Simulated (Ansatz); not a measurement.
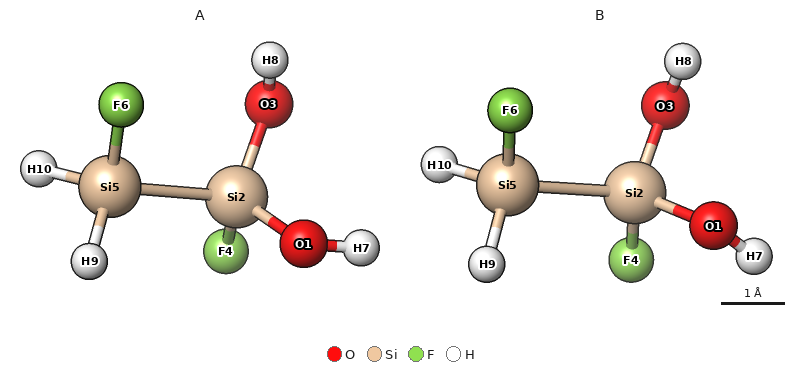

Two geometries of Si$_{2}$H$_{4}$O$_{2}$F$_{2}$ (coarse preliminary run), drawn at one scale. One is the start of a relaxation, the other its converged end. A ball-and-stick model, seen at a tilt.

Theory: RKS PBE-D4/def2-SVP (Ansatz 0.2.0). Settings: force threshold 0.03 eV/Å; at most 200 steps.

Which one is relaxed?

Structure A is the relaxed one. The start comes from a force field. O1 moves most after the best rigid fit: 0.33 Å. Largest moves by element: O 0.33 Å, F 0.28 Å, H 0.25 Å, Si 0.08 Å. Near-neighbour distances that change, for instance: Si2–O3 1.596 → 1.670 Å, Si5–H10 1.448 → 1.504 Å, Si2–F4 1.591 → 1.635 Å, O1–H7 0.941 → 0.975 Å. Among the angles between lasting bonds that change: O1–Si2–O3 105.2° → 113.8°, O1–Si2–Si5 112.7° → 106.9°, O3–Si2–F4 109.2° → 103.3°. Groups turn about O1–Si2 by about 35°. The energy falls by 0.343 eV in 9 geometry steps. The largest force component goes from 2.6 to 0.014 eV/Å.
